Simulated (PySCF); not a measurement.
**One shape, several levels: B3H3O3 (SMILES B1OBOBO1)**

We compute a comparison of 6 runs (HF/STO-3G, HF/3-21G, HF/def2-SVP, B3LYP/6-31G, B3LYP/6-31G*, PBE/6-31G**) of B3H3O3. The job is set up through a Python script.

The results are computed with PySCF 2.14.0.

## (1) The system as given

B3H3O3 has 9 atoms, charge 0, and is taken as a singlet. SMILES: `B1OBOBO1`. Geometry: relaxed at PBE0-D4/def2-TZVP. This is one conformer, not always the lowest.

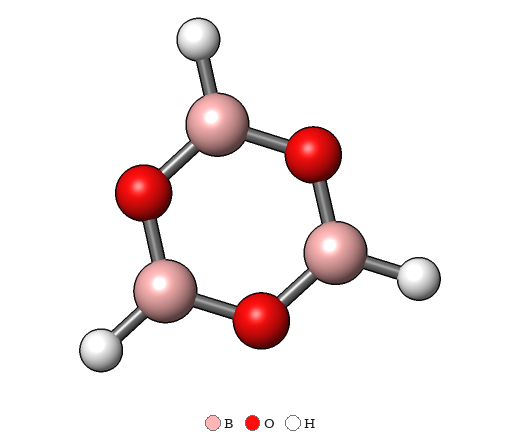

Viewed from a chosen angle; boron pink, oxygen red, hydrogen white.

## (2) Energy and gradient at HF/STO-3G (run 1)

Input file calc.py:

```python
import pyscf.grad
from pyscf import gto

mol = gto.M(
    atom='''
B    1.301600   0.115800  -0.424700
O    0.612800  -1.053500  -0.624800
B   -0.686900  -1.172700  -0.202300
O   -1.297400  -0.115400   0.423200
B   -0.614800   1.056900   0.626900
O    0.684600   1.168900   0.201600
H    2.429300   0.216200  -0.792600
H   -1.281900  -2.188700  -0.377500
H   -1.147300   1.972500   1.170100
''',
    basis='sto-3g',
    charge=0,
    verbose=3,
    max_memory=1860,
    spin=0,
)

mf = mol.RHF()
mf.conv_tol = 1e-10
mf.kernel()
if not mf.converged:
    mf = mf.newton().run(mf.mo_coeff, mf.mo_occ)

energy = mf.e_tot
print('Final energy', energy)
grad = mf.Gradients().kernel()
mf.analyze()
```

Launch:

```
$ OMP_NUM_THREADS=1 python calc.py
```

The log of the run:

```text
converged SCF energy = -296.754479237348
Final energy -296.7544792373477
--------------- RHF gradients ---------------
         x                y                z
0 B    -0.0071385249    -0.0006820385     0.0022898621
1 O     0.0051863162    -0.0088306441    -0.0052353356
2 B     0.0037111329     0.0063969724     0.0010929935
3 O    -0.0108604626    -0.0009278464     0.0035654119
4 B     0.0033022375    -0.0057848598    -0.0034199334
5 O     0.0057391773     0.0098321972     0.0017135044
6 H     0.0178377523     0.0015892498    -0.0058148383
7 H    -0.0093833271    -0.0160392705    -0.0027634090
8 H    -0.0083943016     0.0144462399     0.0085717445
----------------------------------------------
**** MO energy ****
MO #1   energy= -20.3070420893867  occ= 2
MO #2   energy= -20.3069521718176  occ= 2
MO #3   energy= -20.3069266997292  occ= 2
MO #4   energy= -7.47484404536747  occ= 2
MO #5   energy= -7.47482994082985  occ= 2
MO #6   energy= -7.47425618302661  occ= 2
MO #7   energy= -1.37517330993068  occ= 2
MO #8   energy= -1.29772182034459  occ= 2
MO #9   energy= -1.29769217066561  occ= 2
MO #10  energy= -0.730813407998194 occ= 2
MO #11  energy= -0.73078820733686  occ= 2
MO #12  energy= -0.632382524605925 occ= 2
MO #13  energy= -0.631301398039933 occ= 2
MO #14  energy= -0.553768527967407 occ= 2
MO #15  energy= -0.508507300233659 occ= 2
MO #16  energy= -0.507698944926956 occ= 2
MO #17  energy= -0.507683964451778 occ= 2
MO #18  energy= -0.431027672918375 occ= 2
MO #19  energy= -0.430997991920193 occ= 2
MO #20  energy= -0.395057756132899 occ= 2
MO #21  energy= -0.395048951781821 occ= 2
MO #22  energy= 0.268913168198479  occ= 0
MO #23  energy= 0.268937688251398  occ= 0
MO #24  energy= 0.405079851013942  occ= 0
MO #25  energy= 0.593350433093356  occ= 0
MO #26  energy= 0.614267006356417  occ= 0
MO #27  energy= 0.614295514506067  occ= 0
MO #28  energy= 0.803769307961134  occ= 0
MO #29  energy= 0.803802650495207  occ= 0
MO #30  energy= 0.808184785809194  occ= 0
MO #31  energy= 0.818452119035064  occ= 0
MO #32  energy= 0.818484229453999  occ= 0
MO #33  energy= 0.979904192223908  occ= 0
 ** Mulliken atomic charges  **
charge of    0B =      0.22754
charge of    1O =     -0.16611
charge of    2B =      0.22757
charge of    3O =     -0.16610
charge of    4B =      0.22753
charge of    5O =     -0.16613
charge of    6H =     -0.06144
charge of    7H =     -0.06143
charge of    8H =     -0.06143
Dipole moment(X, Y, Z, Debye): -0.00051, -0.00027, -0.00039
```

Wall time 1.8 s (1 thread of Arm Neoverse V1, shared host); peak memory 0.15 GiB.

## (3) Energy and gradient at HF/3-21G (run 2)

Input file input.py:

```python
from pyscf import gto

mol = gto.M(
    atom='''
B      1.301600     0.115800    -0.424700
O      0.612800    -1.053500    -0.624800
B     -0.686900    -1.172700    -0.202300
O     -1.297400    -0.115400     0.423200
B     -0.614800     1.056900     0.626900
O      0.684600     1.168900     0.201600
H      2.429300     0.216200    -0.792600
H     -1.281900    -2.188700    -0.377500
H     -1.147300     1.972500     1.170100
''',
    charge=0,
    basis='3-21g',
    verbose=4,
    max_memory=1860,
)

calc0 = mol.RHF()
calc0.conv_tol = 1e-10
calc0.kernel()
if not calc0.converged:
    calc0 = calc0.newton().run(calc0.mo_coeff, calc0.mo_occ)

etot = calc0.e_tot
print('E = %.10f Eh' % etot)
grad = calc0.nuc_grad_method().kernel()
calc0.analyze()
```

Launch:

```
$ OMP_NUM_THREADS=1 python input.py
```

The log of the run:

```text
PySCF version 2.14.0

[... 61 lines left out ...]
converged SCF energy = -299.049436801898
[... 18 lines left out ...]
DFT Exchange-Correlation Energy =      -37.606468008171476
[... 7 lines left out ...]
MO #6   energy= -7.65988484486648  occ= 2
[... 5 lines left out ...]
MO #12  energy= -0.744318625285646 occ= 2
[... 5 lines left out ...]
MO #18  energy= -0.553705061143026 occ= 2
[... 5 lines left out ...]
MO #24  energy= 0.212095516934065  occ= 0
[... 5 lines left out ...]
MO #30  energy= 0.411641331214609  occ= 0
[... 5 lines left out ...]
MO #36  energy= 0.615143107136053  occ= 0
[... 5 lines left out ...]
MO #42  energy= 1.00021190981663   occ= 0
[... 5 lines left out ...]
MO #48  energy= 1.42920709207158   occ= 0
[... 5 lines left out ...]
MO #54  energy= 2.10440801778258   occ= 0
[... 5 lines left out ...]
MO #60  energy= 3.61199949685804   occ= 0
[... 33 lines left out ...]
pop of  3 O 2py           1.49349
pop of  3 O 2pz           1.64653
pop of  3 O 3px           0.00278
pop of  3 O 3py           0.00103
pop of  3 O 3pz           0.00138
pop of  4 B 1s            1.99946
pop of  4 B 2s            0.75440
pop of  4 B 3s            0.00530
pop of  4 B 2px           0.59419
pop of  4 B 2py           0.71118
pop of  4 B 2pz           0.45167
pop of  4 B 3px           0.02058
pop of  4 B 3py           0.01429
pop of  4 B 3pz           0.00264
pop of  5 O 1s            1.99978
pop of  5 O 2s            1.51783
pop of  5 O 3s            0.00135
pop of  5 O 2px           1.56786
pop of  5 O 2py           1.72195
pop of  5 O 2pz           1.62315
pop of  5 O 3px           0.00151
pop of  5 O 3py           0.00245
pop of  5 O 3pz           0.00124
pop of  6 H 1s            1.00350
pop of  6 H 2s            0.00570
pop of  7 H 1s            1.00349
pop of  7 H 2s            0.00570
pop of  8 H 1s            1.00350
pop of  8 H 2s            0.00570
 ** Mulliken atomic charges  **
charge of    0B =      0.44628
charge of    1O =     -0.43709
charge of    2B =      0.44631
charge of    3O =     -0.43708
charge of    4B =      0.44628
charge of    5O =     -0.43711
charge of    6H =     -0.00920
charge of    7H =     -0.00919
charge of    8H =     -0.00920
Dipole moment(X, Y, Z, Debye): -0.00069, -0.00030, -0.00043
```

Wall time 2 s (1 thread of Arm Neoverse V1, shared host); peak memory 0.16 GiB.

Runs 3 to 5 aren't shown in full; the table further down has their settings and results.

## (4) Energy and forces at PBE/6-31G(d,p) (spherical functions) (run 6)

Input file calc.py:

```python
from pyscf import gto, dft

mol = gto.M(
    atom='''
B        1.301600       0.115800      -0.424700
O        0.612800      -1.053500      -0.624800
B       -0.686900      -1.172700      -0.202300
O       -1.297400      -0.115400       0.423200
B       -0.614800       1.056900       0.626900
O        0.684600       1.168900       0.201600
H        2.429300       0.216200      -0.792600
H       -1.281900      -2.188700      -0.377500
H       -1.147300       1.972500       1.170100
''',
    basis='6-31g**',
    max_memory=1860,
    verbose=4,
    charge=0,
)

mf = dft.RKS(mol, xc='pbe')
mf.conv_tol = 1e-10
mf.grids.level = 5
mf.kernel()
if not mf.converged:
    mf = mf.newton().run(mf.mo_coeff, mf.mo_occ)

energy = mf.e_tot
print('E(%s) = %.9f' % ('PBE', energy))
grad = mf.nuc_grad_method().kernel()
mf.analyze()
```

Launch:

```
$ OMP_NUM_THREADS=1 python calc.py
```

The log of the run:

```text
PySCF version 2.14.0

[... 100 lines left out ...]
DFT Exchange-Correlation Energy =      -38.907169472052693
[... 10 lines left out ...]
MO #9   energy= -0.94061345390282  occ= 2
[... 8 lines left out ...]
MO #18  energy= -0.336870701212181 occ= 2
[... 8 lines left out ...]
MO #27  energy= 0.12480247260491   occ= 0
[... 8 lines left out ...]
MO #36  energy= 0.404589368735029  occ= 0
[... 8 lines left out ...]
MO #45  energy= 0.671186350606047  occ= 0
[... 8 lines left out ...]
MO #54  energy= 1.07128407749412   occ= 0
[... 8 lines left out ...]
MO #63  energy= 1.32646395861272   occ= 0
[... 8 lines left out ...]
MO #72  energy= 1.67437480096479   occ= 0
[... 8 lines left out ...]
MO #81  energy= 2.19568663212608   occ= 0
[... 8 lines left out ...]
MO #90  energy= 2.49978078071447   occ= 0
[... 8 lines left out ...]
MO #99  energy= 3.45179937520036   occ= 0
[... 72 lines left out ...]
pop of  5 O 1s            1.99993
pop of  5 O 2s            1.50397
pop of  5 O 3s            0.00124
pop of  5 O 2px           1.54575
pop of  5 O 2py           1.69504
pop of  5 O 2pz           1.55741
pop of  5 O 3px           0.00421
pop of  5 O 3py           0.00265
pop of  5 O 3pz           0.00143
pop of  5 O 3dxy          0.00195
pop of  5 O 3dyz          0.00245
pop of  5 O 3dz^2         0.00141
pop of  5 O 3dxz          0.00120
pop of  5 O 3dx2-y2       0.00308
pop of  6 H 1s            0.97424
pop of  6 H 2s            0.00557
pop of  6 H 2px           0.00107
pop of  6 H 2py           0.00009
pop of  6 H 2pz           0.00012
pop of  7 H 1s            0.97422
pop of  7 H 2s            0.00557
pop of  7 H 2px           0.00036
pop of  7 H 2py           0.00088
pop of  7 H 2pz           0.00004
pop of  8 H 1s            0.97423
pop of  8 H 2s            0.00557
pop of  8 H 2px           0.00030
pop of  8 H 2py           0.00073
pop of  8 H 2pz           0.00025
 ** Mulliken atomic charges  **
charge of    0B =      0.30279
charge of    1O =     -0.32170
charge of    2B =      0.30281
charge of    3O =     -0.32170
charge of    4B =      0.30279
charge of    5O =     -0.32172
charge of    6H =      0.01891
charge of    7H =      0.01892
charge of    8H =      0.01891
Dipole moment(X, Y, Z, Debye): -0.00053, -0.00032, -0.00025
```

Wall time 40 s (1 thread of Arm Neoverse V1, shared host); peak memory 1 GiB.

## (5) The series

| run | level | integration grid | Cartesian functions | energy (Eh) | dipole moment (D) | HOMO energy (eV) | LUMO energy (eV) | wall time |
| --- | --- | --- | --- | --- | --- | --- | --- | --- |
| 1 | HF/STO-3G | – | no | -296.754479 | 0.00 | -10.75 | 7.32 | 1.8 s |
| 2 | HF/3-21G | – | no | -299.049437 | 0.00 | -13.52 | 3.57 | 2 s |
| 3 | HF/def2-SVP | – | no | -300.467514 | 0.00 | -13.69 | 3.46 | 8.1 s |
| 4 | B3LYP/6-31G | 5 | no | -302.201574 | 0.00 | -9.29 | -0.89 | 20 s |
| 5 | B3LYP/6-31G* (Cartesian functions) | 5 | yes | -302.319053 | 0.00 | -9.19 | -0.46 | 38 s |
| 6 | PBE/6-31G** (spherical functions) | 5 | no | -301.932741 | 0.00 | -7.79 | -1.36 | 40 s |

## (6) Outcome

```
                       quantity          value
            run 6: total energy  -301.93274 Eh
           run 6: dipole moment         0.00 D
             run 6: HOMO energy       -7.79 eV
             run 6: LUMO energy       -1.36 eV
           run 6: HOMO–LUMO gap        6.42 eV
run 6: largest force on an atom     0.709 eV/Å
```

The HOMO–LUMO gap runs from 6.42 eV (PBE/6-31G**) to 18.07 eV (HF/STO-3G). The two ends differ in method and basis. Totals of different functionals can't be ranked against each other. In run 1 the basis is minimal, so the values are rough. All runs together took 1.8 min, the longest 40 s.
